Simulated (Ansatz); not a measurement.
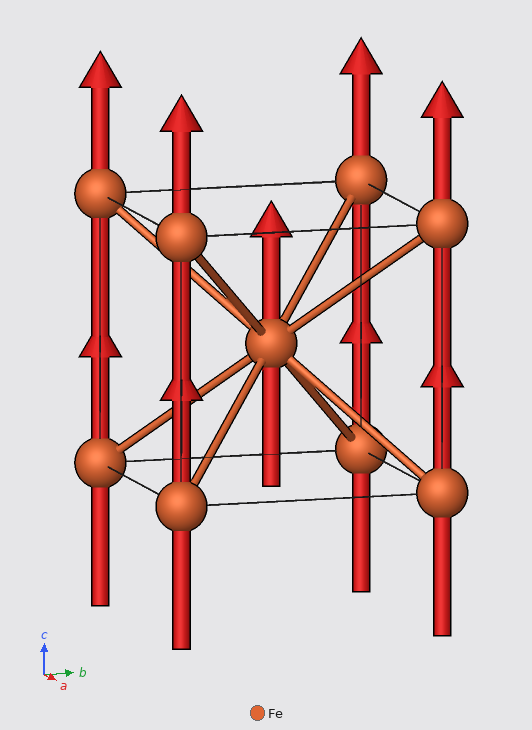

This ball-and-stick model is shown slightly off an axis. Lines trace the edges of the cell (the run's own, in a reduced setting). Arrows are the site magnetic moments above 0.25 μB; longer means larger, and red and blue are up and down (without spin-orbit coupling the axis itself is arbitrary).

This is the state reached for Fe. Calculation details: DFT PBEsol, scalar-relativistic, plane waves, PAW (Ansatz 0.2.0); cutoff 420 eV, k-points about 0.23 Å⁻¹ apart, Gaussian smearing of 0.05 eV, collinear spins.

### Which kind of magnetic order is this?

Ferromagnetic (within this cell). Site moments: 2 Fe +2.1 μB. The net spin moment of the whole cell is 4.2 μB.

The structure comes from the standard structure of this element. Earlier steps of the study may have refined or changed the cell and positions. It was run through Ansatz as a DFT input.
